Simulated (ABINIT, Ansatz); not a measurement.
# CsCaBr3 (Pm-3m): G0W0 with ABINIT, start to end, part 2 of 2

Wanted: ground state, empty states, screening and self-energy for CsCaBr3 (Pm-3m).

ABINIT 10.8.3; LDA and many-body steps on it, plane waves. Known limits of the many-body steps: not at the basis limit; no spin-orbit coupling; coarse k mesh.

So far. Step 2 (Ground state): The gap is indirect, with the least direct gap 0.25 eV higher. Step 3 (Empty states on the mesh, 2×2×2 mesh, 631 bands): On this mesh the gap is 4.079 eV.

## 4. Screening, 2×2×2 mesh, 575 bands, screening to 217.7 eV

The RPA dielectric matrix is built and inverted for each q.

This step: RPA screening on LDA, plane waves, norm-conserving pseudopotentials.

Contents of run.abi:

```
acell 3*1.0 Angstrom
rprim 
  5.708665730000 0.000000000000 0.000000000000
  0.000000000000 5.708665730000 0.000000000000
  0.000000000000 0.000000000000 5.708665730000
ntypat 3
znucl 55 20 35
natom 5
typat 1 2 3 3 3
xred 
  0.000000000000 0.000000000000 0.000000000000
  0.500000000000 0.500000000000 0.500000000000
  0.500000000000 0.000000000000 0.500000000000
  0.000000000000 0.500000000000 0.500000000000
  0.500000000000 0.500000000000 0.000000000000
pp_dirpath "pseudos"
pseudos "Cs.upf, Ca.upf, Br.upf"
ecut 30
ngkpt 2 2 2
nshiftk 1
shiftk 0 0 0
kptopt 1
chksymbreak 0
istwfk *1
occopt 1
irdwfk 1
optdriver 3
nband 575
ecuteps 8
inclvkb 2
awtr 1
symchi 1
indata_prefix "in"
outdata_prefix "out"
tmpdata_prefix "tmp"
```

Run with:

```console
OMP_NUM_THREADS=1 mpirun -n 4 abinit run.abi > log
```

Numbers of over 12 decimals in the logs are rounded to 6 here.

Log:

```text
.Version 10.8.3 of ABINIT. v10.8.2 released Aug 2026.

 Symmetries : space group Pm -3 m (#221); Bravais cP (primitive cubic)
[... echo of the input left out ...]
== DATASET  1 ==================================================================
-   mpi_nproc: 4, omp_nthreads: 1 (-1 if OMP is not activated)

--- !DatasetInfo
iteration_state: {dtset: 1, }
dimensions: {natom: 5, nkpt: 4, mband: 575, nsppol: 1, nspinor: 1, nspden: 1, mpw: 9952, }
cutoff_energies: {ecut:  30.0, pawecutdg:  -1.0, }
electrons: {nelect:   4.00000000E+01, charge:   0.00000000E+00, occopt:   1.00000000E+00, tsmear:   1.00000000E-02, }

 SCREENING: Calculation of the susceptibility and dielectric matrices

 Based on a program developped by R.W. Godby, V. Olevano, G. Onida, and L. Reining.
 Incorporated in ABINIT by V. Olevano, G.-M. Rignanese, and M. Torrent.
.Using double precision arithmetic ; gwpc =  8

[... cell and pseudopotentials left out ...]
--------------------------------------------------------------------------------

 ==== K-mesh for the wavefunctions ====
 Number of points in the irreducible wedge :     4
[... list of points left out ...]
 Together with 48 symmetry operations and time-reversal symmetry
 yields     8 points in the full Brillouin Zone.

 ==== Q-mesh for the screening function ====
 Number of points in the irreducible wedge :     4
[... list of points left out ...]
 Together with 48 symmetry operations and time-reversal symmetry
 yields     8 points in the full Brillouin Zone.

 setmesh: FFT mesh size selected  =    45x   45x   45
          total number of points  =        91125

 vcoul_init : cutoff-mode = AUXILIARY_FUNCTION
 q-points for optical limit:   1
     1)      0.000010    0.000020    0.000030

- screening: taking advantage of time-reversal symmetry
- Maximum band index for partially occupied states nbvw = 20
- Remaining bands to be divided among processors   nbcw = 555
- Number of bands treated by each node ~138

 Number of electrons calculated from density =   40.0000; Expected =   40.0000
 average of density, n =  0.031861
 r_s =    1.9568
 omega_plasma =   17.2181 [eV]

 calculating chi0 at frequencies [eV] :
  1    0.000000E+00    0.000000E+00
  2    0.000000E+00    1.721811E+01

--------------------------------------------------------------------------------
  q-point number  1        q = ( 0.000000, 0.000000, 0.000000) [r.l.u.]
--------------------------------------------------------------------------------
[... chi0 elements left out ...]
 For q-point:  0.000010 0.000020 0.000030
  dielectric constant =   3.2043
  dielectric constant without local fields =   3.7822

  Average fulfillment of the sum rule on Im[epsilon] for q-point    1 :     92.02  [%]
[... wings left out ...]
  q-point number  2        q = ( 0.500000, 0.000000, 0.000000) [r.l.u.]
--------------------------------------------------------------------------------
[... chi0 elements left out ...]
  Average fulfillment of the sum rule on Im[epsilon] for q-point    2 :     94.02  [%]

 [... 2 further q-points ...]
```

The job ended after 6.9 min (4 MPI ranks of Arm Neoverse V1, shared host; peak memory 4.9 GiB; 28 min of CPU time).

This step gave:

```yaml
eps_infinity_with_local_fields_on_this_mesh_along_the_program_s_q_direction: 3.204
the_same_without_local_fields: 3.782
plasma_frequency: 17.22 eV
plane_waves_in_the_screening_matrix: 1357
```

Local fields lower ε∞ by 15 %. On a Γ-centred mesh this coarse the value itself is usually too large, while a short band sum pulls it down.

## 5. Self-energy, 2×2×2 mesh, 575 bands, screening to 217.7 eV

The self-energy is evaluated for the states that the input lists, and the levels follow from it, in one-shot runs by the linearised quasiparticle equation.

This step: G0W0 on LDA, plane waves, norm-conserving pseudopotentials.

run.abi: that of step 4 with these lines changed.

```diff
@@ -26,8 +26,17 @@
 irdwfk 1
-optdriver 3
+optdriver 4
 nband 575
+gwcalctyp 0
+ecutsigx 30
+symsigma 1
+nkptgw 2
+kptgw 
+  0.5000000000 0.5000000000 0.5000000000
+  0.0000000000 0.0000000000 0.0000000000
+bdgw 
+  18 23
+  18 24
 ecuteps 8
-inclvkb 2
-awtr 1
-symchi 1
+irdscr 1
+ppmodel 1
 indata_prefix "in"
```

Log:

```text
.Version 10.8.3 of ABINIT. v10.8.2 released Aug 2026.

 Symmetries : space group Pm -3 m (#221); Bravais cP (primitive cubic)
[... echo of the input left out ...]
== DATASET  1 ==================================================================
-   mpi_nproc: 4, omp_nthreads: 1 (-1 if OMP is not activated)

--- !DatasetInfo
iteration_state: {dtset: 1, }
dimensions: {natom: 5, nkpt: 4, mband: 575, nsppol: 1, nspinor: 1, nspden: 1, mpw: 9952, }
cutoff_energies: {ecut:  30.0, pawecutdg:  -1.0, }
electrons: {nelect:   4.00000000E+01, charge:   0.00000000E+00, occopt:   1.00000000E+00, tsmear:   1.00000000E-02, }

 SIGMA: Calculation of the GW corrections

 Based on a program developped by R.W. Godby, V. Olevano, G. Onida, and L. Reining.
 Incorporated in ABINIT by V. Olevano, G.-M. Rignanese, and M. Torrent.
.Using double precision arithmetic ; gwpc =  8

[... cell and pseudopotentials left out ...]
--------------------------------------------------------------------------------

 ==== K-mesh for the wavefunctions ====
 Number of points in the irreducible wedge :     4
[... list of points left out ...]
 Together with 48 symmetry operations and time-reversal symmetry
 yields     8 points in the full Brillouin Zone.

 ==== Q-mesh for screening function ====
 Number of points in the irreducible wedge :     4
[... list of points left out ...]
 Together with 48 symmetry operations and time-reversal symmetry
 yields     8 points in the full Brillouin Zone.

 vcoul_init : cutoff-mode = AUXILIARY_FUNCTION
 q-points for optical limit:   1
     1)      0.000010    0.000020    0.000030
 setmesh: FFT mesh size selected  =    54x   54x   54
          total number of points  =       157464

 Number of electrons calculated from density =   40.0000; Expected =   40.0000
 average of density, n =  0.031861
 r_s =    1.9568
 omega_plasma =   17.2181 [eV]

 === KS Band Gaps ===
  >>>> For spin  1
   Minimum direct gap =   4.3325 [eV], located at k-point      :   0.0000  0.0000  0.0000
   Fundamental gap    =   4.0789 [eV], Top of valence bands at :   0.5000  0.5000  0.5000
                                       Bottom of conduction at :   0.0000  0.0000  0.0000
 SIGMA fundamental parameters:
 PLASMON POLE MODEL  1
 number of plane-waves for SigmaX                 9795
 number of plane-waves for SigmaC and W           1357
 number of plane-waves for wavefunctions          9795
 number of bands                                   575
 number of independent spin polarizations            1
 number of spinorial components                      1
 number of k-points in IBZ                           4
 number of q-points in IBZ                           4
 number of symmetry operations                      48
 number of k-points in BZ                            8
 number of q-points in BZ                            8
 number of frequencies for dSigma/dE                 9
 frequency step for dSigma/dE [eV]                0.25
 number of omega for Sigma on real axis              0
 max omega for Sigma on real axis  [eV]           0.00
 zcut for avoiding poles [eV]                     0.10

 EPSILON^-1 parameters (SCR file):
 dimension of the eps^-1 matrix on file           1357
 dimension of the eps^-1 matrix used              1357
 number of plane-waves for wavefunctions          9795
 number of bands                                   575
 number of q-points in IBZ                           4
 number of frequencies                               2
 number of real frequencies                          1
 number of imag frequencies                          1

 matrix elements of self-energy operator (all in [eV])

 Perturbative Calculation

--- !SelfEnergy_ee
iteration_state: {dtset: 1, }
kpoint     : [   0.500,    0.500,    0.500, ]
spin       : 1
KS_gap     :    5.719
QP_gap     :    8.184
Delta_QP_KS:    2.465
data: !SigmaeeData |
     Band     E0 <VxcDFT>   SigX SigC(E0)      Z dSigC/dE  Sig(E)    E-E0       E
       18   0.587 -12.794 -16.353   1.742   0.799  -0.252 -14.246  -1.452  -0.865
       19   0.587 -12.794 -16.353   1.742   0.799  -0.252 -14.246  -1.452  -0.865
       20   0.587 -12.794 -16.353   1.742   0.799  -0.252 -14.246  -1.452  -0.865
       21   6.306  -7.934  -3.495  -3.240   0.844  -0.184  -6.921   1.013   7.319
       22   6.306  -7.934  -3.495  -3.240   0.844  -0.184  -6.921   1.013   7.319
       23   6.306  -7.934  -3.495  -3.240   0.844  -0.184  -6.921   1.013   7.319

--- !SelfEnergy_ee
iteration_state: {dtset: 1, }
kpoint     : [   0.000,    0.000,    0.000, ]
spin       : 1
KS_gap     :    4.332
QP_gap     :    6.718
Delta_QP_KS:    2.386
data: !SigmaeeData |
     Band     E0 <VxcDFT>   SigX SigC(E0)      Z dSigC/dE  Sig(E)    E-E0       E
       18   0.333 -12.882 -16.438   1.737   0.800  -0.251 -14.336  -1.455  -1.121
       19   0.333 -12.882 -16.438   1.737   0.800  -0.251 -14.336  -1.455  -1.121
       20   0.333 -12.882 -16.438   1.737   0.800  -0.251 -14.336  -1.455  -1.121
       21   4.666  -7.544  -3.242  -3.205   0.849  -0.178  -6.613   0.931   5.597
       22   5.101 -11.208  -5.425  -3.746   0.824  -0.213  -9.529   1.679   6.780
       23   5.101 -11.208  -5.425  -3.746   0.824  -0.213  -9.529   1.679   6.780
       24   5.101 -11.208  -5.425  -3.746   0.824  -0.213  -9.529   1.679   6.780

== END DATASET(S) ==============================================================
================================================================================

 -outvars: echo values of variables after computation  --------
           etotal      0.0000000000E+00
            nband         575
             nkpt           4
          spgroup         221
 [... the other variables as echoed above ...]

 Calculation completed.
```

Run time: 10 min. Hardware: 4 MPI ranks; peak memory 6.2 GiB; 42 min of CPU time.

Numbers from this step:

| Item | Value |
| --- | --- |
| G0W0 gap on the points computed | 6.462 eV |
| starting gap on the mesh | 4.079 eV |
| k of the valence top | 0.5, 0.5, 0.5 |
| k of the conduction bottom | 0, 0, 0 |
| Z at the valence top | 0.799 |
| Z at the conduction bottom | 0.849 |
| least direct G0W0 gap on the computed points | 6.718 eV |

The gap on the mesh goes from 4.08 eV to 6.46 eV, a correction of +2.38 eV.

Limits: finite bands, cutoff and mesh; no spin-orbit coupling; coarse k mesh. v1 is the top filled band, c1 the lowest empty one. The levels before and after the correction (eV, zero at the valence-band top of each column):

```tsv
	conduction bottom	valence top
Kohn-Sham	4.08	0.00
G0W0	6.46	0.00
```

```tsv
	level	energy (eV)
Kohn-Sham	(0.5 0.5 0.5) v3-v1	0.000
Kohn-Sham	(0.5 0.5 0.5) c1-c3	5.719
Kohn-Sham	Γ v3-v1	-0.254
Kohn-Sham	Γ c1	4.079
Kohn-Sham	Γ c2-c4	4.514
G0W0	(0.5 0.5 0.5) v3-v1	0.000
G0W0	(0.5 0.5 0.5) c1-c3	8.184
G0W0	Γ v3-v1	-0.256
G0W0	Γ c1	6.462
G0W0	Γ c2-c4	7.645
```

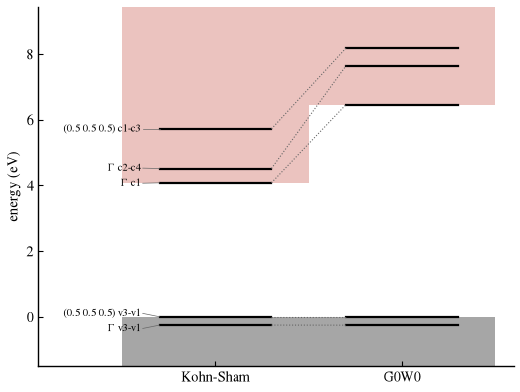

Levels before and after the correction. Shaded: valence and conduction bands.

## 6. Where the time went

Times are wall times on 4 MPI ranks of Arm Neoverse V1, shared host, good to a factor of about two.

```tsv
step	time	share	memory (GiB)
ground state	43 s	2 %	0.41
empty states on the mesh	12 min	39 %	0.81
screening	6.9 min	23 %	4.9
self-energy	10 min	35 %	6.2
```

## 7. Summary of results

| Quantity | Value |
| --- | --- |
| LDA gap | 4.08 eV, indirect |
| G0W0 gap on the mesh | 6.46 eV |
| GW settings | 2×2×2 mesh, 575 bands, screening to 217.7 eV, Godby-Needs plasmon pole |
| known limits | not at the basis limit; no spin-orbit coupling; coarse k mesh |

In words: G0W0 moves the gap on the mesh from 4.08 eV to 6.46 eV (+2.38 eV), with Z of 0.80 and 0.85 at the edges. Local fields lower the RPA ε∞ on this mesh from 3.78 to 3.20; a Γ-centred mesh this coarse tends to raise both, most where the direct gap is narrow, while a short band sum lowers them. Only 2 of the mesh's irreducible points were corrected, so a valley elsewhere could overtake. Bands and cutoff are finite, so the gap is not at the basis limit. The miss can reach some tenths of an eV and take either sign; the mesh is an error of its own. In the G0W0 run levels were corrected at 2 k points alone, so a gap called «on the mesh» is the least over those, and an edge elsewhere would be missed. The 2×2×2 mesh is coarse for this cell, which bears on the long-range parts of exchange and screening. This is the ideal cubic cell; many perovskites, halides above all, are cubic only on average, and local tilts or off-centring can widen the gap. The many-body steps are scalar-relativistic: spin-orbit coupling is not in them.

[Paths, hosts, dates, memory and timing lines, banners, echoed tables and standing remarks are left out of the program output.]

[Logs are printed without paths, hosts, clocks, repeated set-up lines and the standing remarks that a program may print on its own settings, such as how far it seeks lower states.]

[Runs of the session that timed out or met a known fault of the program may be left out.]

[Hosts, paths, dates, database ids (printed as entryN), source tags and the programs' standing remarks are cut or masked in the printed files.]

[G0W0 gaps are taken among the corrected bands and points alone; a level outside them can change the order at an edge.]

[Where Ansatz stands beside ABINIT at settings called matched, ABINIT's density can come from a denser mesh and the files from another edition; pairs whose starting gaps differed by over 0.03 eV were left out, so agreement reads better than it is.]
